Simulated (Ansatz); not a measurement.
## ZrO2: Mg on a Zr site, symmetric start

The reference is a 27-atom supercell of ZrO$_{2}$ in the fluorite structure (space group Fm-3m, No. 225; a = 5.0641 Å) at its relaxed geometry.

Perturbation: a neutral Mg on a Zr site, symmetric start, atoms relaxed at fixed cell.

Level of theory: PBEsol/PAW in Ansatz (an electronic-structure program), without spin-orbit coupling. Γ-centred 5×5×5 mesh, Fermi–Dirac width 0.01 eV.

```json
[
 {"quantity": "pressure", "base": "0.0 GPa", "changed": "0.3 GPa", "shift": "+0.3 GPa"},
 {"quantity": "gap of the supercell", "base": "3.33 eV", "changed": "zero", "shift": "–"},
 {"quantity": "total moment of the cell", "base": "–", "changed": "0.0 μB", "shift": "–"},
 {"quantity": "energy gained by relaxation", "base": "–", "changed": "0.21 eV", "shift": "–"},
 {"quantity": "largest displacement of a host atom from its site in the perfect cell", "base": "–", "changed": "0.04 Å", "shift": "–"}
]
```

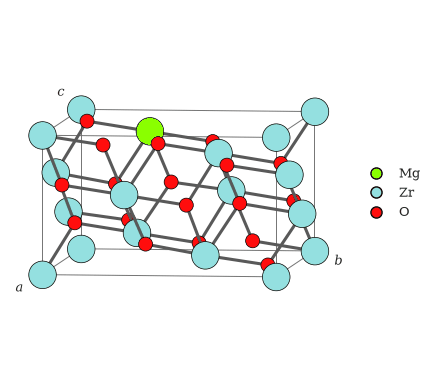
*The relaxed cell after the change*

Other magnetic orders, which the real material may have, were not ruled out. In so small a cell the defect repeats every few ångströms: this is an ordered compound, not a dilute defect. The mesh was chosen for an insulator and is coarse for the gapless case. The defect started on the symmetric site and kept its symmetry, so it may sit on a saddle. Starting moments died away, wholly or in part, for Mg on a Zr site; another magnetic solution may exist. The defect cell is spin-polarised and ends with 0.0 μB. This is not the structure that ZrO2 has at room temperature and ambient pressure.
